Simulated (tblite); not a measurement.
# C2H3Cl3Mo: geometry relaxation

The run: geometry relaxation of C2H3Cl3Mo (Mo(CMe)Cl3), SMILES C[C]#[Mo]([Cl])([Cl])[Cl]. Method and program: GFN1-xTB, R-SCC (tblite 0.8.0).

The geometry comes from this level: GFN2-xTB.

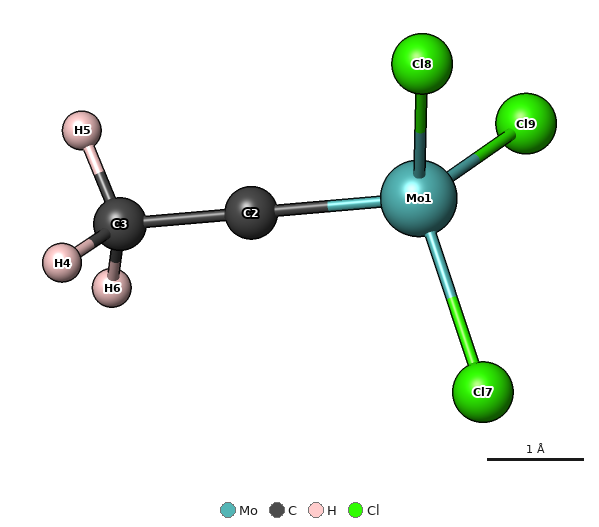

The starting structure (ball-and-stick view, seen at a tilt; atoms are numbered from 1 in the order of the input). Sticks mark near contacts. Bond lengths as drawn: Cl–Mo 2.21 Å, C–C 1.43 Å, C–H 1.09 Å and C–Mo 1.83 Å.

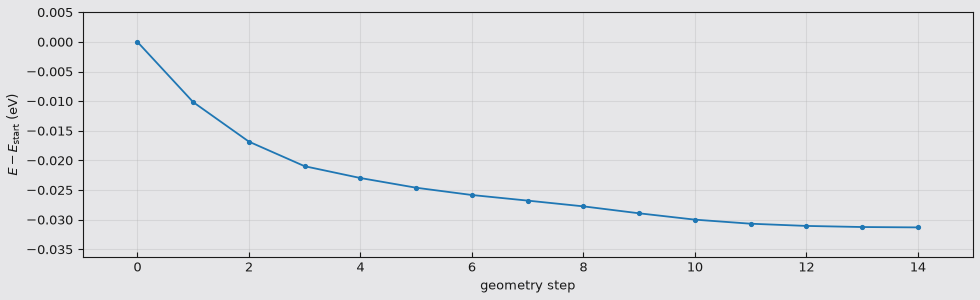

Progress of the relaxation, step by step (steps are counted from 0).

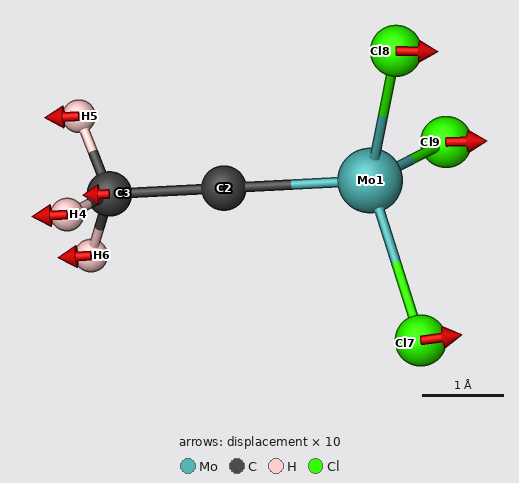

The starting structure with the displacements as red arrows, magnified 10 times (ball-and-stick view, seen at a tilt). The two geometries are laid on each other by the best rigid fit. The largest moves after the best rigid fit, 0.053 Å, are those of Cl7, Cl8 and Cl9. Largest moves by element: Cl 0.053 Å, H 0.045 Å, C 0.034 Å, Mo 0.007 Å. Among the contacts that change: C2–C3 1.434 → 1.469 Å, Mo1–Cl7 2.207 → 2.217 Å, Mo1–C2 1.832 → 1.838 Å. The energy falls by 0.031 eV in 14 geometry steps. The largest force component goes from 0.89 to 0.013 eV/Å. (Atoms are counted from 1 in the order of the input.)

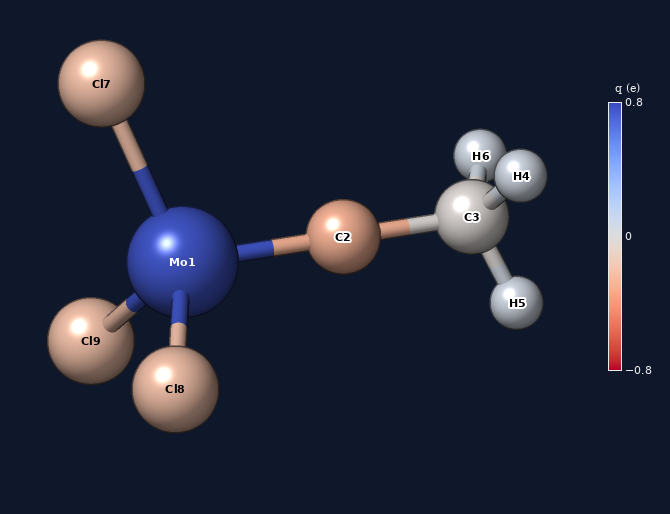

Mulliken charges, as the colour of each atom (ball-and-stick view, seen at a tilt; atoms are numbered from 1 in the order of the input). By element: Mo +0.76, C −0.29 to −0.02, H +0.05 and Cl −0.20 e.

These pictures come from the run below.

### Input (calc.py)
```python
# GFN1-xTB geometry optimisation with ASE
import json
import numpy as np
from ase import Atoms
from tblite.ase import TBLite
from ase.units import Debye
from ase.optimize import BFGS

mol = Atoms(
    symbols=["Mo", "C", "C", "H", "H", "H", "Cl", "Cl", "Cl"],
    positions=[
        [0.007020, 0.007300, -1.569720],
        [-0.000120, -0.002730, 0.262190],
        [-0.006110, -0.007330, 1.696460],
        [0.520450, 0.867350, 2.081280],
        [-1.030210, 0.011720, 2.072740],
        [0.485930, -0.903440, 2.077460],
        [2.122250, 0.015610, -2.199580],
        [-1.055440, 1.835400, -2.201420],
        [-1.043760, -1.823870, -2.219420],
    ],
)
start = mol.get_positions()

mol.calc = TBLite(method="GFN1-xTB", verbosity=0)
opt = BFGS(mol, trajectory="opt.traj", logfile="-")
done = opt.run(fmax=0.02, steps=400)
print("converged:", done, "after", opt.nsteps, "steps")
print(f"Potential energy: {mol.get_potential_energy():.6f} eV")
print(f"Dipole: {np.linalg.norm(mol.get_dipole_moment()) / Debye:.4f} D")
for a, q in zip(mol, mol.get_charges()):
    print(f"{a.symbol}{a.index + 1} {q:+.4f}")
print("Final positions (angstrom):")
for a in mol:
    print(f"{a.symbol:<2} {a.x:12.6f} {a.y:12.6f} {a.z:12.6f}")
print(f"largest displacement {np.linalg.norm(mol.positions - start, axis=1).max():.4f} angstrom")
json.dump(dict(energy=mol.get_potential_energy(), forces=mol.get_forces().tolist(), dipole=mol.get_dipole_moment().tolist(), charges=mol.get_charges().tolist(),
               symbols=mol.get_chemical_symbols(), start=start.tolist(), final=mol.positions.tolist(), success=bool(done)), open("results.json", "w"))
```

Command:
```bash
python calc.py
```

### The program's output
```
Step     Time          Energy          fmax
BFGS:    0 20:16:13     -564.778237        0.890300
BFGS:    1 20:16:13     -564.788393        0.652142
BFGS:    2 20:16:13     -564.795064        0.166929
BFGS:    3 20:16:13     -564.799210        0.119694
BFGS:    4 20:16:13     -564.801202        0.148329
BFGS:    5 20:16:13     -564.802838        0.096747
BFGS:    6 20:16:13     -564.804067        0.099014
BFGS:    7 20:16:13     -564.805011        0.102371
BFGS:    8 20:16:13     -564.805981        0.084738
BFGS:    9 20:16:13     -564.807153        0.111501
BFGS:   10 20:16:13     -564.808222        0.094832
BFGS:   11 20:16:13     -564.808908        0.062594
BFGS:   12 20:16:13     -564.809282        0.055306
BFGS:   13 20:16:13     -564.809467        0.028448
BFGS:   14 20:16:13     -564.809531        0.014110
converged: True after 14 steps
Potential energy: -564.809531 eV
Dipole: 1.5780 D
Mo1 +0.7578
C2 -0.2852
C3 -0.0204
H4 +0.0506
H5 +0.0506
H6 +0.0506
Cl7 -0.2014
Cl8 -0.2013
Cl9 -0.2013
Final positions (angstrom):
Mo     0.005956     0.005922    -1.576464
C     -0.000279    -0.001912     0.261869
C     -0.006289    -0.007065     1.730712
H      0.520642     0.867433     2.126361
H     -1.030791     0.011519     2.116684
H      0.486218    -0.904139     2.120066
Cl     2.117849     0.016250    -2.252405
Cl    -1.052232     1.832677    -2.254621
Cl    -1.041064    -1.820675    -2.272213
largest displacement 0.0534 angstrom
```

### Trajectory as extended XYZ (Å, eV, eV/Å), 15 frames, from step=0 to step=14
```
9
Properties=species:S:1:pos:R:3:forces:R:3 step=0 energy=-564.77824
Mo    0.0070    0.0073   -1.5697   -0.0141  -0.0255  -0.0434
C    -0.0001   -0.0027    0.2622    0.0054   0.0014  -0.8903
C    -0.0061   -0.0073    1.6965   -0.0101   0.0012   0.7979
H     0.5204    0.8673    2.0813    0.0524   0.0857   0.1596
H    -1.0302    0.0117    2.0727   -0.0983   0.0017   0.1550
H     0.4859   -0.9034    2.0775    0.0502  -0.0901   0.1536
Cl    2.1223    0.0156   -2.1996    0.1740   0.0025  -0.1122
Cl   -1.0554    1.8354   -2.2014   -0.0860   0.1538  -0.1134
Cl   -1.0438   -1.8239   -2.2194   -0.0736  -0.1305  -0.1067
9
Properties=species:S:1:pos:R:3:forces:R:3 step=1 energy=-564.78839
Mo    0.0068    0.0069   -1.5703   -0.0057  -0.0108  -0.6520
C     0.0000   -0.0027    0.2495   -0.0005  -0.0031   0.4697
C    -0.0063   -0.0073    1.7079    0.0000   0.0014  -0.0306
H     0.5212    0.8686    2.0836    0.0580   0.0957   0.1720
H    -1.0316    0.0117    2.0749   -0.1146   0.0020   0.1689
H     0.4867   -0.9047    2.0796    0.0545  -0.0989   0.1658
Cl    2.1247    0.0157   -2.2012    0.1154   0.0019  -0.0983
Cl   -1.0567    1.8376   -2.2030   -0.0564   0.1023  -0.0991
Cl   -1.0448   -1.8257   -2.2209   -0.0507  -0.0905  -0.0963
9
Properties=species:S:1:pos:R:3:forces:R:3 step=2 energy=-564.79506
Mo    0.0067    0.0067   -1.5788   -0.0026  -0.0038  -0.1392
C     0.0000   -0.0027    0.2505    0.0006  -0.0002   0.0972
C    -0.0063   -0.0073    1.7119    0.0027   0.0004  -0.1038
H     0.5222    0.8703    2.0866    0.0297   0.0492   0.1567
H    -1.0336    0.0118    2.0779   -0.0614   0.0010   0.1547
H     0.4876   -0.9065    2.0826    0.0277  -0.0505   0.1510
Cl    2.1271    0.0157   -2.2030    0.1082   0.0017  -0.1050
Cl   -1.0579    1.8397   -2.2049   -0.0527   0.0953  -0.1055
Cl   -1.0459   -1.8276   -2.2228   -0.0521  -0.0930  -0.1061
9
Properties=species:S:1:pos:R:3:forces:R:3 step=3 energy=-564.79921
Mo    0.0065    0.0064   -1.5856    0.0014   0.0042   0.1196
C     0.0000   -0.0027    0.2497    0.0007   0.0016  -0.0522
C    -0.0063   -0.0073    1.7140    0.0008   0.0004  -0.0790
H     0.5235    0.8724    2.0922   -0.0245  -0.0408   0.1007
H    -1.0362    0.0118    2.0835    0.0460  -0.0011   0.0992
H     0.4889   -0.9087    2.0880   -0.0228   0.0412   0.0965
Cl    2.1314    0.0158   -2.2068    0.0552   0.0012  -0.0936
Cl   -1.0599    1.8435   -2.2087   -0.0261   0.0488  -0.0939
Cl   -1.0478   -1.8311   -2.2264   -0.0307  -0.0555  -0.0972
9
Properties=species:S:1:pos:R:3:forces:R:3 step=4 energy=-564.80120
Mo    0.0064    0.0063   -1.5882    0.0025   0.0059   0.1482
C     0.0001   -0.0027    0.2488    0.0003   0.0021  -0.0584
C    -0.0063   -0.0072    1.7144    0.0001   0.0004  -0.0222
H     0.5238    0.8728    2.0972   -0.0499  -0.0828   0.0556
H    -1.0368    0.0118    2.0884    0.0962  -0.0020   0.0545
H     0.4891   -0.9092    2.0928   -0.0465   0.0840   0.0525
Cl    2.1347    0.0158   -2.2106   -0.0012   0.0008  -0.0756
Cl   -1.0615    1.8464   -2.2125    0.0021  -0.0003  -0.0757
Cl   -1.0494   -1.8340   -2.2303   -0.0036  -0.0081  -0.0790
9
Properties=species:S:1:pos:R:3:forces:R:3 step=5 energy=-564.80284
Mo    0.0064    0.0063   -1.5889    0.0015   0.0037   0.0913
C     0.0001   -0.0027    0.2483   -0.0004   0.0020  -0.0193
C    -0.0063   -0.0072    1.7143   -0.0003   0.0004   0.0319
H     0.5230    0.8716    2.1025   -0.0487  -0.0808   0.0207
H    -1.0354    0.0118    2.0936    0.0947  -0.0020   0.0197
H     0.4884   -0.9079    2.0979   -0.0453   0.0819   0.0185
Cl    2.1374    0.0159   -2.2153   -0.0579   0.0005  -0.0537
Cl   -1.0628    1.8488   -2.2172    0.0304  -0.0492  -0.0538
Cl   -1.0508   -1.8365   -2.2351    0.0260   0.0436  -0.0554
9
Properties=species:S:1:pos:R:3:forces:R:3 step=6 energy=-564.80407
Mo    0.0064    0.0064   -1.5883   -0.0004  -0.0005   0.0149
C     0.0001   -0.0026    0.2485   -0.0010   0.0016   0.0237
C    -0.0063   -0.0072    1.7144   -0.0003   0.0003   0.0556
H     0.5216    0.8691    2.1071   -0.0230  -0.0382   0.0056
H    -1.0326    0.0117    2.0980    0.0452  -0.0011   0.0046
H     0.4870   -0.9054    2.1022   -0.0213   0.0383   0.0040
Cl    2.1382    0.0159   -2.2200   -0.0921   0.0003  -0.0363
Cl   -1.0631    1.8496   -2.2219    0.0473  -0.0786  -0.0364
Cl   -1.0513   -1.8375   -2.2399    0.0456   0.0780  -0.0358
9
Properties=species:S:1:pos:R:3:forces:R:3 step=7 energy=-564.80501
Mo    0.0064    0.0064   -1.5872   -0.0022  -0.0041  -0.0314
C     0.0001   -0.0025    0.2492   -0.0013   0.0012   0.0473
C    -0.0063   -0.0072    1.7150    0.0000   0.0001   0.0515
H     0.5201    0.8666    2.1105    0.0103   0.0170   0.0052
H    -1.0297    0.0117    2.1014   -0.0194   0.0001   0.0040
H     0.4856   -0.9029    2.1055    0.0097  -0.0181   0.0037
Cl    2.1369    0.0160   -2.2242   -0.0965   0.0003  -0.0274
Cl   -1.0624    1.8485   -2.2261    0.0493  -0.0822  -0.0277
Cl   -1.0507   -1.8366   -2.2442    0.0500   0.0857  -0.0253
9
Properties=species:S:1:pos:R:3:forces:R:3 step=8 energy=-564.80598
Mo    0.0064    0.0064   -1.5858   -0.0032  -0.0061  -0.0403
C     0.0001   -0.0024    0.2505   -0.0013   0.0007   0.0539
C    -0.0063   -0.0071    1.7164    0.0003   0.0000   0.0372
H     0.5188    0.8645    2.1140    0.0401   0.0662   0.0079
H    -1.0272    0.0116    2.1048   -0.0772   0.0012   0.0067
H     0.4845   -0.9008    2.1087    0.0374  -0.0682   0.0065
Cl    2.1336    0.0160   -2.2288   -0.0763   0.0002  -0.0248
Cl   -1.0606    1.8458   -2.2308    0.0389  -0.0647  -0.0253
Cl   -1.0492   -1.8340   -2.2489    0.0413   0.0707  -0.0217
9
Properties=species:S:1:pos:R:3:forces:R:3 step=9 energy=-564.80715
Mo    0.0063    0.0063   -1.5841   -0.0031  -0.0056  -0.0126
C     0.0000   -0.0022    0.2525   -0.0011   0.0002   0.0505
C    -0.0063   -0.0071    1.7190    0.0004  -0.0002   0.0240
H     0.5180    0.8631    2.1184    0.0576   0.0951   0.0055
H    -1.0256    0.0115    2.1090   -0.1114   0.0018   0.0047
H     0.4837   -0.8995    2.1128    0.0536  -0.0975   0.0043
Cl    2.1281    0.0161   -2.2352   -0.0331   0.0001  -0.0263
Cl   -1.0577    1.8412   -2.2372    0.0170  -0.0275  -0.0269
Cl   -1.0464   -1.8293   -2.2553    0.0199   0.0336  -0.0233
9
Properties=species:S:1:pos:R:3:forces:R:3 step=10 energy=-564.80822
Mo    0.0061    0.0061   -1.5824   -0.0014  -0.0020   0.0352
C    -0.0001   -0.0021    0.2550   -0.0008  -0.0001   0.0436
C    -0.0063   -0.0071    1.7226    0.0002  -0.0003   0.0223
H     0.5181    0.8634    2.1229    0.0491   0.0807  -0.0056
H    -1.0260    0.0115    2.1133   -0.0947   0.0014  -0.0056
H     0.4839   -0.8998    2.1170    0.0455  -0.0826  -0.0064
Cl    2.1221    0.0162   -2.2421    0.0139   0.0000  -0.0282
Cl   -1.0545    1.8361   -2.2442   -0.0068   0.0127  -0.0289
Cl   -1.0433   -1.8242   -2.2621   -0.0050  -0.0097  -0.0264
9
Properties=species:S:1:pos:R:3:forces:R:3 step=11 energy=-564.80891
Mo    0.0060    0.0059   -1.5807    0.0005   0.0019   0.0626
C    -0.0002   -0.0020    0.2573   -0.0006  -0.0002   0.0376
C    -0.0063   -0.0070    1.7260   -0.0003  -0.0004   0.0271
H     0.5191    0.8649    2.1257    0.0227   0.0368  -0.0174
H    -1.0278    0.0115    2.1160   -0.0433   0.0005  -0.0164
H     0.4848   -0.9015    2.1196    0.0208  -0.0377  -0.0174
Cl    2.1184    0.0162   -2.2473    0.0358  -0.0002  -0.0253
Cl   -1.0526    1.8331   -2.2494   -0.0179   0.0312  -0.0260
Cl   -1.0414   -1.8211   -2.2672   -0.0177  -0.0319  -0.0249
9
Properties=species:S:1:pos:R:3:forces:R:3 step=12 energy=-564.80928
Mo    0.0059    0.0058   -1.5791    0.0014   0.0036   0.0552
C    -0.0002   -0.0019    0.2592   -0.0005  -0.0002   0.0300
C    -0.0063   -0.0070    1.7284   -0.0005  -0.0003   0.0269
H     0.5201    0.8665    2.1267   -0.0004  -0.0014  -0.0205
H    -1.0297    0.0115    2.1170    0.0014  -0.0004  -0.0191
H     0.4857   -0.9032    2.1205   -0.0006   0.0012  -0.0201
Cl    2.1173    0.0163   -2.2502    0.0306  -0.0003  -0.0171
Cl   -1.0520    1.8322   -2.2524   -0.0154   0.0266  -0.0179
Cl   -1.0408   -1.8201   -2.2701   -0.0160  -0.0288  -0.0173
9
Properties=species:S:1:pos:R:3:forces:R:3 step=13 energy=-564.80947
Mo    0.0059    0.0059   -1.5775    0.0011   0.0029   0.0283
C    -0.0003   -0.0019    0.2609   -0.0004  -0.0001   0.0179
C    -0.0063   -0.0071    1.7300   -0.0005  -0.0002   0.0186
H     0.5206    0.8674    2.1267   -0.0097  -0.0166  -0.0146
H    -1.0307    0.0115    2.1170    0.0192  -0.0007  -0.0131
H     0.4862   -0.9041    2.1204   -0.0091   0.0166  -0.0140
Cl    2.1175    0.0163   -2.2518    0.0140  -0.0004  -0.0076
Cl   -1.0520    1.8323   -2.2540   -0.0071   0.0122  -0.0083
Cl   -1.0409   -1.8203   -2.2716   -0.0074  -0.0138  -0.0073
9
Properties=species:S:1:pos:R:3:forces:R:3 step=14 energy=-564.80953
Mo    0.0060    0.0059   -1.5765    0.0004   0.0014   0.0057
C    -0.0003   -0.0019    0.2619   -0.0004  -0.0001   0.0063
C    -0.0063   -0.0071    1.7307   -0.0004  -0.0002   0.0074
H     0.5206    0.8674    2.1264   -0.0065  -0.0112  -0.0057
H    -1.0308    0.0115    2.1167    0.0128  -0.0005  -0.0044
H     0.4862   -0.9041    2.1201   -0.0061   0.0110  -0.0053
Cl    2.1178    0.0163   -2.2524    0.0018  -0.0004  -0.0014
Cl   -1.0522    1.8327   -2.2546   -0.0010   0.0018  -0.0021
Cl   -1.0411   -1.8207   -2.2722   -0.0006  -0.0018  -0.0006
```

### Summary

```json
{"quantity": "outcome", "value": "converged"}
{"quantity": "total energy", "value": "−20.756367 hartree"}
{"quantity": "largest force", "value": "0.014 eV/Å"}
{"quantity": "dipole moment", "value": "1.58 D"}
{"quantity": "hardware", "value": "1 thread of AMD EPYC (Zen 5), 16 GiB of memory available, shared host"}
{"quantity": "peak memory", "value": "0.11 GiB"}
```

### Notes

Settings chosen away from the usual ones: fmax.
